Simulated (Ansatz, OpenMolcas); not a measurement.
# A ladder of methods for SiHCl2OF (SMILES O[Si](F)(Cl)Cl)

SiHCl2OF: 6 atoms, total charge 0, spin state singlet. SMILES: `O[Si](F)(Cl)Cl`. The shape is that of a PBE0-D4/def2-TZVP optimisation. This is one conformer, not always the lowest.

Each level gives the vertical energy of the triplet above the singlet (eV). The values are calculated.

| level | kind | program | value (eV) |
| --- | --- | --- | --- |
| PBE/def2-SVP | GGA | Ansatz | 7.53 |
| M06-L/def2-SVP | meta-GGA | OpenMolcas | 8.37 |
| B3LYP/def2-SVP | global hybrid | Ansatz | 8.16 |
| CAM-B3LYP/def2-SVP | range-separated hybrid | Ansatz | 8.64 |
| wB97X/def2-SVP | range-separated hybrid | Ansatz | 8.96 |
| PBE-QIDH/def2-SVP | double hybrid | Ansatz | 8.99 |
| RPA@PBE/def2-SVP | RPA | Ansatz | 8.03 |
| MP2/def2-SVP | perturbation theory | Ansatz | 9.33 |
| BCCD(T)/def2-SVP | coupled cluster or CI | Ansatz | 8.98 |

The values span 7.53 to 9.33 eV. A triplet this far above the singlet is often a Rydberg-like or dissociative state; sets without diffuse functions put Rydberg states too high.

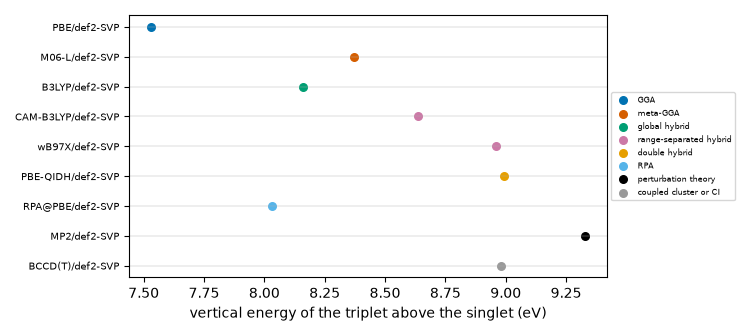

The values of the table, level by level.
